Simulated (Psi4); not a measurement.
**C2F2 (SMILES FC#CF) at 5 levels**

Aim: a comparison of 5 runs (HF/def2-SVP, HF/pcseg-2, B3LYP/6-31G*, PBE/6-31G**) of C2F2. 

The results are computed with Psi4 1.11.

4 further runs of the same task are left out: 4 set aside as unsound or not needed.

## 1. The system as given

C2F2 has 4 atoms, charge 0, and is taken as a singlet. As SMILES, `FC#CF`. The shape is that of a PBE0-D4/def2-TZVP optimisation.

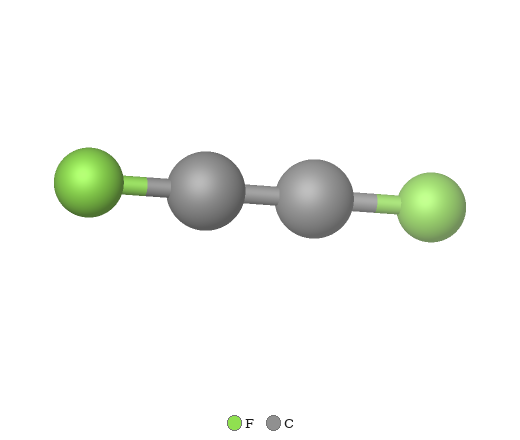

Viewed from a chosen angle; fluorine green, carbon grey.

## 2. The energy at HF/def2-SVP (run 1)

input.dat

```
memory 1600 mb

molecule {
  F     -0.136400     0.128000     1.852800
  C     -0.033700     0.030200     0.583200
  C      0.061400    -0.060400    -0.593400
  F      0.164100    -0.158200    -1.863000
  symmetry c1
  no_reorient
  no_com
}

set reference rhf
set puream true
set e_convergence 1e-09
set d_convergence 1e-08
set scf_type pk

energy_value, wavefunction = energy("hf/def2-SVP", return_wfn=True)
oeprop(wavefunction, "DIPOLE", "QUADRUPOLE", "MAYER_INDICES")
```

Run with:

```bash
$ psi4 input.dat output.dat -n 1
```

output.dat:

```text
[...]
  Running in c1 symmetry.
[...]
  Nuclear repulsion =   95.510996951943412
[...]
  Multiplicity = 1
[...]
  Nalpha       = 15
  Nbeta        = 15
[...]
    Number of basis functions: 56
[...]
   @RHF iter   1:  -274.21786224017802   -5.13274e-01   4.64233e-03 DIIS/ADIIS
[...]
   @RHF iter  10:  -274.24380270671162   -2.84217e-13   1.32066e-09 DIIS
[...]
  @RHF Final Energy:  -274.24380270671162
   => Energetics <=
    Nuclear Repulsion Energy =             95.5109969519434117
    One-Electron Energy =                -568.5019261729485152
    Two-Electron Energy =                 198.7471265142935124
    Total Energy =                       -274.2438027067115627
[...]
 Multipole Moments:
 ------------------------------------------------------------------------------------
     Multipole            Electronic (a.u.)      Nuclear  (a.u.)        Total (a.u.)
 ------------------------------------------------------------------------------------
 L = 1.  Multiply by 2.5417464519 to convert [e a0] to [Debye]
 Dipole X            :         -0.7851812            0.7851812           -0.0000000
 Dipole Y            :          0.8560459           -0.8560459            0.0000000
 Dipole Z            :          0.2891281           -0.2891281            0.0000000
 Magnitude           :                                                    0.0000000
 L = 2.  Multiply by 1.3450342976 to convert [e a0^2] to [Debye ang]
 Quadrupole XX       :        -16.6162467            1.5685468          -15.0477000
 Quadrupole XY       :          1.5062516           -1.4967625            0.0094891
[...]
```

Run time: 1.9 s. Hardware: 1 thread of Intel Xeon 6975P-C (Granite Rapids), shared host; peak memory 0.2 GiB.

## 3. Energy and gradient at HF/pcseg-2 (run 2)

job.json

```json
{
  "schema_name": "qcschema_input",
  "schema_version": 1,
  "molecule": {
    "schema_name": "qcschema_molecule",
    "schema_version": 2,
    "symbols": ["F", "C", "C", "F"],
    "geometry": [-0.25775864, 0.24188494, 3.50128456, -0.06368377, 0.05706973, 1.10208828, 0.11602918, -0.11413946, -1.12136348, 0.31010406, -0.29895467, -3.52055977],
    "molecular_charge": 0,
    "molecular_multiplicity": 1,
    "fix_symmetry": "c1",
    "fix_com": true,
    "fix_orientation": true
  },
  "driver": "gradient",
  "model": {
    "method": "scf",
    "basis": "pcseg-2"
  },
  "keywords": {
    "puream": true,
    "e_convergence": 1e-09,
    "d_convergence": 1e-08,
    "scf_type": "pk"
  }
}
```

Run with:

```bash
$ psi4 --qcschema job.json -n 1 --memory 1600MB
```

stdout:

```text
[...]
  Running in c1 symmetry.
[...]
  Nuclear repulsion =   95.510997052494560
[...]
  Multiplicity = 1
[...]
  Nalpha       = 15
  Nbeta        = 15
[...]
    Number of basis functions: 120
[...]
   @RHF iter   1:  -274.53683467437304   -6.31845e-01   2.51488e-03 DIIS/ADIIS
[...]
   @RHF iter  10:  -274.56861572531528   -2.16005e-12   1.53456e-09 DIIS
[...]
  @RHF Final Energy:  -274.56861572531528
   => Energetics <=
    Nuclear Repulsion Energy =             95.5109970524945595
    One-Electron Energy =                -569.0893428681883961
    Two-Electron Energy =                 199.0097300903785822
    Total Energy =                       -274.5686157253152828
[...]
 Multipole Moments:
 ------------------------------------------------------------------------------------
     Multipole            Electronic (a.u.)      Nuclear  (a.u.)        Total (a.u.)
 ------------------------------------------------------------------------------------
 L = 1.  Multiply by 2.5417464519 to convert [e a0] to [Debye]
 Dipole X            :         -0.7851812            0.7851812           -0.0000000
 Dipole Y            :          0.8560460           -0.8560460            0.0000000
 Dipole Z            :          0.2891281           -0.2891281            0.0000000
 Magnitude           :                                                    0.0000000
[...]
  -Total Gradient:
     Atom            X                  Y                   Z
    ------   -----------------  -----------------  -----------------
       1       -0.001366418650     0.001300579532     0.016875535673
       2       -0.003543114268     0.003378034330     0.043901879343
       3        0.003543113462    -0.003378033898    -0.043901873381
       4        0.001366419457    -0.001300579964    -0.016875541636
[...]
```

The result, in JSON:

```text
{
 "driver": "gradient",
 "model": {
  "method": "scf",
  "basis": "pcseg-2"
 },
 "success": true,
 "return_result": [-0.0013664186502065773, 0.0013005795324219638, 0.01687553567280564, -0.0035431142684606703, 0.0033780343304216642, 0.04390187934258538, 0.003543113461546246, -0.003378033898441865, -0.043901873381412715, 0.0013664194570883123, -0.0013005799643895644, -0.016875541636491853],
 "properties": {
  "calcinfo_nbasis": 120,
  "calcinfo_nmo": 120,
  "calcinfo_nalpha": 15,
  "calcinfo_nbeta": 15,
  "calcinfo_natom": 4,
  "nuclear_repulsion_energy": 95.51099705249456,
  "return_energy": -274.5686157253153,
  "return_gradient": [-0.0013664186502065773, 0.0013005795324219638, 0.01687553567280564, -0.0035431142684606703, 0.0033780343304216642, 0.04390187934258538, 0.003543113461546246, -0.003378033898441865, -0.043901873381412715, 0.0013664194570883123, -0.0013005799643895644, -0.016875541636491853],
  "scf_one_electron_energy": -569.0893428681884,
  "scf_two_electron_energy": 199.00973009037858,
  "scf_dipole_moment": [-1.318965381358339e-09, 9.530505273858125e-10, 1.2693651019191066e-08],
  "scf_total_energy": -274.5686157253153,
  "scf_total_gradient": [-0.0013664186502065773, 0.0013005795324219638, 0.01687553567280564, -0.0035431142684606703, 0.0033780343304216642, 0.04390187934258538, 0.003543113461546246, -0.003378033898441865, -0.043901873381412715, 0.0013664194570883123, -0.0013005799643895644, -0.016875541636491853],
  "scf_iterations": 10
 }
}
```

Wall time 12 s (1 thread of Intel Xeon 6975P-C (Granite Rapids), shared host); peak memory 0.6 GiB.

Runs 3 to 4 aren't shown in full; the table further down has their settings and results.

## 4. A single-point energy at B3LYP/6-31G(d) (Cartesian functions) (run 5)

input.dat

```
memory 1600 mb

molecule {
  0 1
  F     -0.25775864     0.24188494     3.50128456
  C     -0.06368377     0.05706973     1.10208828
  C      0.11602918    -0.11413946    -1.12136348
  F      0.31010406    -0.29895467    -3.52055977
  units bohr
  symmetry c1
}

set {
  basis 6-31G*
  puream false
  e_convergence 1e-09
  d_convergence 1e-08
  scf_type pk
  dft_radial_points 99
  dft_spherical_points 590
}

energy_value = energy("b3lyp")
print_variables()
```

Run with:

```bash
$ psi4 -n 1 input.dat output.dat
```

output.dat:

```text
[...]
  Running in c1 symmetry.
[...]
  Nuclear repulsion =   95.510997052494545
[...]
  Multiplicity = 1
[...]
  Nalpha       = 15
  Nbeta        = 15
[...]
    Number of basis functions: 60
[...]
   @RKS iter   1:  -275.65003443113318   -9.85435e-02   7.09369e-03 DIIS/ADIIS
[...]
   @RKS iter   9:  -275.73606654302472   -2.84217e-13   1.04732e-09 DIIS
[...]
  @RKS Final Energy:  -275.73606654302472
   => Energetics <=
    Nuclear Repulsion Energy =             95.5109970524945453
    One-Electron Energy =                -569.4902641543963000
    Two-Electron Energy =                 223.8836191791706369
    DFT Exchange-Correlation Energy =     -25.6404186202936089
    Empirical Dispersion Energy =           0.0000000000000000
    VV10 Nonlocal Energy =                  0.0000000000000000
    Total Energy =                       -275.7360665430247195
[...]
 Multipole Moments:
 ------------------------------------------------------------------------------------
     Multipole            Electronic (a.u.)      Nuclear  (a.u.)        Total (a.u.)
 ------------------------------------------------------------------------------------
 L = 1.  Multiply by 2.5417464519 to convert [e a0] to [Debye]
 Dipole X            :          0.0000000           -0.0000000           -0.0000000
 Dipole Y            :          0.0000000           -0.0000000           -0.0000000
 Dipole Z            :         -0.0000002            0.0000000           -0.0000002
 Magnitude           :                                                    0.0000002
[...]
```

It took 5.1 s on 1 thread of Intel Xeon 6975P-C (Granite Rapids), shared host; peak memory 0.57 GiB.

## 5. The series

```csv
run,level,task,integration grid,energy (Eh),dipole moment (D),HOMO energy (eV),LUMO energy (eV),wall time
1,HF/def2-SVP,energy,–,-274.243803,0.00,-11.67,6.30,1.9 s
2,HF/pcseg-2,gradient,–,-274.568616,0.00,-11.59,4.10,12 s
3,B3LYP/6-31G* (spherical functions),energy,99 radial × 590 angular,-275.733284,0.00,-7.51,1.48,4.8 s
4,PBE/6-31G** (spherical functions),energy,99 radial × 590 angular,-275.458606,0.00,-6.25,0.45,4.5 s
5,B3LYP/6-31G* (Cartesian functions),energy,99 radial × 590 angular,-275.736067,0.00,-7.51,1.46,5.1 s
```

## 6. Summary of results

| quantity | value |
| --- | --- |
| run 5: total energy | -275.73607 Eh |
| run 5: dipole moment | 0.00 D |
| run 5: HOMO energy | -7.51 eV |
| run 5: LUMO energy | 1.46 eV |
| run 5: HOMO–LUMO gap | 8.97 eV |

**Reading.** The HOMO–LUMO gap runs from 6.70 eV (PBE/6-31G**) to 17.98 eV (HF/def2-SVP). The two ends differ in method and basis. Totals of different functionals can't be ranked against each other. All runs together took 29 s, the longest 12 s.
